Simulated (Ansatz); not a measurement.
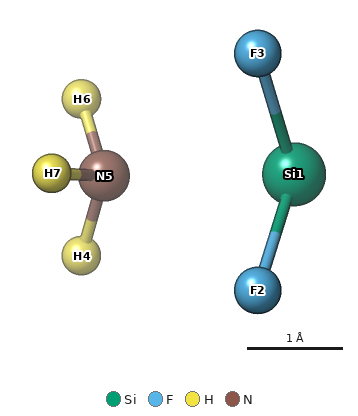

**Figure 1.** The starting structure (ball-and-stick view, seen at an oblique angle; atoms are numbered from 1 in the order of the input). Bond lengths as drawn: F–Si 1.64 Å and H–N 1.01 to 1.02 Å.

**Nudged elastic band, with input and output: SiNH$_{3}$F$_{2}$**

System: SiNH$_{3}$F$_{2}$.
Method: RKS PBE0-D4/def2-SVP (Ansatz 0.2.0).

Figures and captions count atoms from 1; the log counts them from 0 in places.

**The input**
```yaml
crystal:
  periodic: [false, false, false]
  atoms:
    - {symbol: Si, position_ang: [-0.571676, -1.149137, -0.565275]}
    - {symbol: F, position_ang: [1.022746, -1.418280, -0.838260]}
    - {symbol: F, position_ang: [-0.851133, -0.041579, -1.741888]}
    - {symbol: H, position_ang: [0.476671, 0.131275, 1.495133]}
    - {symbol: N, position_ang: [0.015047, 0.445730, 0.647940]}
    - {symbol: H, position_ang: [-0.766911, 1.040171, 0.902665]}
    - {symbol: H, position_ang: [0.675355, 0.991818, 0.099685]}
basis:
  gaussian: {orbitals: def2-SVP}
hamiltonian: {xc: pbe0, dispersion: d4}
neb:
  images: 5
  climbing: true
  max_iterations: 40
  initial_path: idpp
  final_atoms:
    - {symbol: Si, position_ang: [-0.165040, -0.597535, -0.145129]}
    - {symbol: F, position_ang: [1.113660, -1.357023, -0.696551]}
    - {symbol: F, position_ang: [-1.181198, -0.582883, -1.368663]}
    - {symbol: H, position_ang: [-0.808374, -1.350976, 0.940742]}
    - {symbol: N, position_ang: [0.320618, 0.925169, 0.385121]}
    - {symbol: H, position_ang: [-0.245773, 1.465139, 1.017190]}
    - {symbol: H, position_ang: [0.966206, 1.498108, -0.132708]}
```

Machine: 2 threads of Arm Neoverse V1, 23 GiB of memory available, shared host.

Launch command:
```bash
ansatz run in.yaml --threads 2 --pin off --events-out ev --progress --plain --max-ram 4352MiB
```

**Log**
```
Functional definition: PBE0
  name "PBE0"
  cite "Adamo & Barone, J. Chem. Phys. 110, 6158 (1999) doi:10.1063/1.478522"
  cite "Perdew, Burke & Ernzerhof, Phys. Rev. Lett. 77, 3865 (1996) doi:10.1103/PhysRevLett.77.3865"
  parent pbe
  parameter a = 0.25
  parameter kappa = 0.804
  parameter beta = 0.06672455060314922
  exchange = (1 - a)*pbe_x(kappa = kappa, mu = beta*pi^2/3) + a*exact_x
  correlation = pbe_c(beta = beta)
767 factors; integrals over basis functions are off by at most 4.3e-4 eV
mean field evaluation 1: about -14829.6881 eV, gradient 5.6e1 eV
mean field evaluation 2: about -14825.4825 eV, gradient 7.5e1 eV
mean field evaluation 4: about -14834.9411 eV, gradient 2.1e0 eV
mean field evaluation 8: about -14834.9612 eV, gradient 3.6e-2 eV
mean field -14834.96117379 eV, -545.1747676391 hartree, gradient 6.2e-5 eV, S^2 0.000000; 0 other end points of the search recorded, 0 dependent functions left out
the calculation of the forces begins
reference -14834.96119634 eV, -545.1747684675 hartree; 21, 21 occupied and 54, 54 virtual orbitals, 767 factors
767 factors; integrals over basis functions are off by at most 8.6e-4 eV
mean field evaluation 16: about -14825.7107 eV, gradient 7.5e1 eV
mean field -14836.15169010 eV, -545.2185183065 hartree, gradient 1.8e-5 eV, S^2 0.000000; 0 other end points of the search recorded, 0 dependent functions left out
[... from here on the field's lines of each further geometry are left out, up to the last ...]
WARN: NEB end point (image 0): max|allowed force component| = 6.237e-1 eV/Å (the criterion of neb.relax_end_points is 1.000e-2). That is over neb.f_tol: it is no minimum, so the barrier can be far off. Relax it first
WARN: NEB end point (image 6): max|allowed force component| = 9.153e-1 eV/Å (the criterion of neb.relax_end_points is 1.000e-2). That is over neb.f_tol: it is no minimum, so the barrier can be far off. Relax it first
NEB iter   1: max|band force component| = 6.871e0 eV/Å  barrier→ = 2.8128 eV  barrier← = 4.0008 eV  Δτ_max = 0.2000 Å  (170 SCF iters)
NEB iter   2: max|band force component| = 3.049e0 eV/Å  barrier→ = 1.9157 eV  barrier← = 3.1037 eV  Δτ_max = 0.2000 Å  (140 SCF iters)
NEB iter   3: max|band force component| = 4.211e0 eV/Å  barrier→ = 1.8892 eV  barrier← = 3.0772 eV  Δτ_max = 0.0990 Å  (137 SCF iters)
NEB iter   4: max|band force component| = 9.024e-1 eV/Å  barrier→ = 1.8809 eV  barrier← = 3.0690 eV  Δτ_max = 0.0870 Å  (136 SCF iters)
NEB iter   5: max|band force component| = 9.488e-1 eV/Å  barrier→ = 1.9418 eV  barrier← = 3.1299 eV  Δτ_max = 0.0436 Å  (136 SCF iters)
NEB iter   6: max|band force component| = 3.202e-1 eV/Å  barrier→ = 1.9294 eV  barrier← = 3.1175 eV  CI = image 3  Δτ_max = 0.0857 Å  (136 SCF iters)
NEB iter   7: max|band force component| = 1.834e-1 eV/Å  barrier→ = 1.9231 eV  barrier← = 3.1111 eV  CI = image 3  Δτ_max = 0.0725 Å  (133 SCF iters)
NEB iter   8: max|band force component| = 1.040e-1 eV/Å  barrier→ = 1.9211 eV  barrier← = 3.1092 eV  CI = image 3  Δτ_max = 0.0464 Å  (138 SCF iters)
NEB iter   9: max|band force component| = 6.966e-2 eV/Å  barrier→ = 1.9199 eV  barrier← = 3.1079 eV  CI = image 3  Δτ_max = 0.0602 Å  (129 SCF iters)
NEB iter  10: max|band force component| = 7.045e-2 eV/Å  barrier→ = 1.9193 eV  barrier← = 3.1074 eV  CI = image 3  Δτ_max = 0.0234 Å  (129 SCF iters)
NEB iter  11: max|band force component| = 6.623e-2 eV/Å  barrier→ = 1.9192 eV  barrier← = 3.1072 eV  CI = image 3  Δτ_max = 0.0180 Å  (120 SCF iters)
the calculation of the forces begins
reference -14836.14719987 eV, -545.2183532934 hartree; 21, 21 occupied and 54, 54 virtual orbitals, 767 factors
these checks for a lower state are left out or cut short: stability, starts, cluster_reference, orbital_swaps, neighbouring_geometries, increment
767 factors; integrals over basis functions are off by at most 8.6e-4 eV
mean field -14836.14994009 eV, -545.2184539947 hartree, gradient 1.3e-6 eV, S^2 0.000000; 0 other end points of the search recorded, 0 dependent functions left out
the calculation of the forces begins
reference -14836.14996071 eV, -545.2184547523 hartree; 21, 21 occupied and 54, 54 virtual orbitals, 767 factors
NEB iter  12: max|band force component| = 2.051e-2 eV/Å  barrier→ = 1.9191 eV  barrier← = 3.1072 eV  CI = image 3  CI's point: of a kind that is not told: the force calls were inconclusive, a negative curvature could not be distinguished from the path's own, the only one lies far off the path, or fixed occupations may fill a level only in part  Δτ_max = 0.0000 Å  (1075 SCF iters)
```

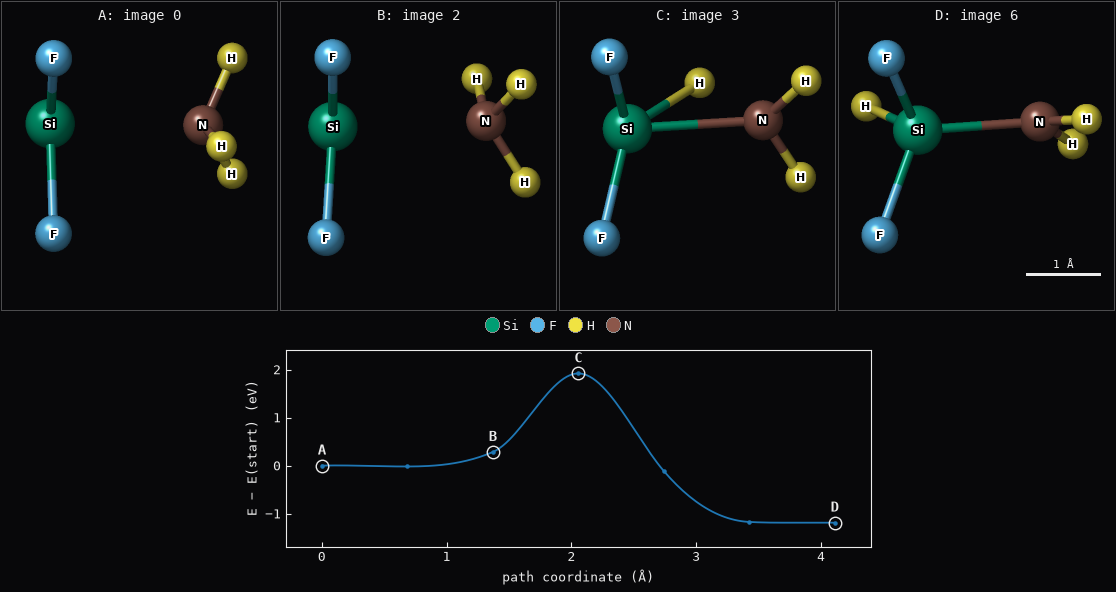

**Figure 2.** Images of the last band (counted from 0; ball-and-stick, seen at a tilt) above the energy along the path; the line is a cubic interpolation that uses the forces. The highest image is number 3, 1.919 eV above the start and 3.107 eV above the end (the climbing image); the end lies 1.188 eV below the start. The path is 4.11 Å long. The band converged in 12 iterations. The end points carry forces over 0.1 eV/Å, so they aren't fully relaxed minima and the barriers are approximate.

```
Total energy: -14833.13621543 eV, -545.1077016562 hartree
Atom 0 at    -0.275262    -0.929877    -0.285324 Å, force     0.000623    -0.000479    -0.004098 eV/Å
Atom 1 at     1.176045    -1.268147    -0.944081 Å, force     0.000396    -0.000463    -0.000928 eV/Å
Atom 2 at    -1.246955    -0.627758    -1.556912 Å, force     0.001696    -0.001873     0.002688 eV/Å
Atom 3 at    -0.194081    -0.443883     1.254957 Å, force     0.000996     0.000119    -0.000362 eV/Å
Atom 4 at     0.129199     0.711283     0.482826 Å, force    -0.007968     0.001185     0.002345 eV/Å
Atom 5 at    -0.627774     1.380148     0.631170 Å, force     0.002344     0.003832     0.000562 eV/Å
Atom 6 at     1.038927     1.178231     0.417363 Å, force     0.001913    -0.002322    -0.000208 eV/Å
Dipole moment:     0.037757     0.568468     0.452589 e Å
```

**The last band as extended XYZ (Å, eV, eV/Å)**
```
7
Properties=species:S:1:pos:R:3:forces:R:3 image=0 energy=-14835.05534
Si   -0.5717   -1.1491   -0.5653   -0.5943  -0.4920   0.4828
F     1.0227   -1.4183   -0.8383    0.6237  -0.0580  -0.0905
F    -0.8511   -0.0416   -1.7419   -0.0790   0.4581  -0.4293
H     0.4767    0.1313    1.4951    0.1365  -0.0478   0.2308
N     0.0150    0.4457    0.6479   -0.0748  -0.1968  -0.1449
H    -0.7669    1.0402    0.9027   -0.1830   0.1858   0.0786
H     0.6754    0.9918    0.0997    0.1709   0.1507  -0.1274
7
Properties=species:S:1:pos:R:3:forces:R:3 image=1 energy=-14835.07388
Si   -0.4432   -1.2433   -0.5406   -0.0003  -0.0014   0.0002
F     1.1548   -1.1995   -1.0017    0.0001   0.0000   0.0006
F    -1.0431   -0.1390   -1.6278    0.0012   0.0031  -0.0005
H     0.1883    0.2278    1.6533    0.0020   0.0026   0.0021
N     0.0102    0.4217    0.6675   -0.0009  -0.0023   0.0002
H    -0.7286    1.1232    0.5960   -0.0011  -0.0011  -0.0003
H     0.8618    0.8091    0.2532   -0.0010  -0.0009  -0.0022
7
Properties=species:S:1:pos:R:3:forces:R:3 image=2 energy=-14834.77276
Si   -0.3550   -1.1995   -0.4487   -0.1576  -0.5221  -0.2565
F     1.1964   -1.1832   -1.0204    0.0237   0.1205  -0.1121
F    -1.1803   -0.4707   -1.6695    0.0915   0.2126  -0.1525
H    -0.0218   -0.0247    1.4237    0.3558   0.8438   0.3481
N     0.0501    0.5707    0.5893   -0.1393  -0.2329   0.1581
H    -0.6638    1.3009    0.6346   -0.0587  -0.1220  -0.0443
H     0.9746    1.0065    0.4911   -0.1154  -0.3000   0.0592
7
Properties=species:S:1:pos:R:3:forces:R:3 image=3 energy=-14833.13619
Si   -0.2753   -0.9299   -0.2853    0.0006  -0.0005  -0.0041
F     1.1760   -1.2681   -0.9441    0.0004  -0.0005  -0.0009
F    -1.2470   -0.6278   -1.5569    0.0017  -0.0019   0.0027
H    -0.1941   -0.4439    1.2550    0.0010   0.0001  -0.0004
N     0.1292    0.7113    0.4828   -0.0080   0.0012   0.0023
H    -0.6278    1.3801    0.6312    0.0023   0.0038   0.0006
H     1.0389    1.1782    0.4174    0.0019  -0.0023  -0.0002
7
Properties=species:S:1:pos:R:3:forces:R:3 image=4 energy=-14835.16541
Si   -0.1786   -0.6810   -0.2083    0.5336   1.2166   0.2237
F     1.1276   -1.3557   -0.8683   -0.0845  -0.2290   0.2786
F    -1.2910   -0.7305   -1.3864   -0.0597  -0.3780   0.6458
H    -0.3918   -0.8723    1.2370   -1.0150  -2.2475  -0.1423
N     0.1854    0.9032    0.2520    0.1938   0.8891  -1.0110
H    -0.5636    1.4604    0.6371    0.1783   0.2697   0.1655
H     1.1120    1.2758    0.3370    0.2534   0.4791  -0.1602
7
Properties=species:S:1:pos:R:3:forces:R:3 image=5 energy=-14836.22775
Si   -0.1702   -0.6107   -0.0945   -0.0060   0.0332   0.0300
F     1.1300   -1.3427   -0.7041    0.0164   0.0277   0.0405
F    -1.3566   -0.7692   -1.1777    0.0061  -0.0167   0.0577
H    -0.6119   -1.3065    1.1294   -0.0743  -0.1651  -0.0559
N     0.2316    1.0147    0.1494   -0.0007   0.0162  -0.0056
H    -0.4065    1.6625    0.5927    0.0476   0.0690  -0.0071
H     1.1837    1.3520    0.1048    0.0110   0.0358  -0.0598
7
Properties=species:S:1:pos:R:3:forces:R:3 image=6 energy=-14836.24337
Si   -0.1594   -0.6159   -0.0251   -0.1797   0.3477   0.9153
F     1.1090   -1.4495   -0.4857    0.8385  -0.5482  -0.3114
F    -1.2275   -0.8388   -1.1823   -0.6919  -0.1352  -0.7684
H    -0.7403   -1.1633    1.2093   -0.0584  -0.0386   0.1173
N     0.3187    0.9839    0.1933    0.0534   0.0228   0.0683
H    -0.2304    1.6248    0.7407   -0.1521   0.2059   0.1813
H     0.9300    1.4588   -0.4502    0.1902   0.1457  -0.2025
```

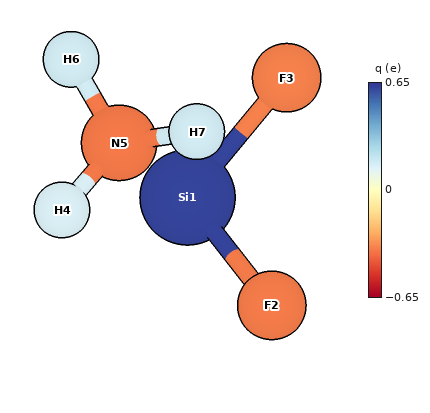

**Figure 3.** Mulliken charges, as the colour of each atom (ball-and-stick view, seen at a tilt; atoms are numbered from 1 in the order of the input). By element: Si +0.61, F −0.36 to −0.35, H +0.14 to +0.16 and N −0.36 e.

**Results in brief**

| quantity | value |
| --- | --- |
| outcome | converged |
| barrier, forward | 1.919 eV |
| barrier, backward | 3.107 eV |
| dipole moment (one image of the band) | 3.49 D |
| wall time | 1.9 min (CPU time 3.6 min) |
| peak memory | 0.39 GiB |
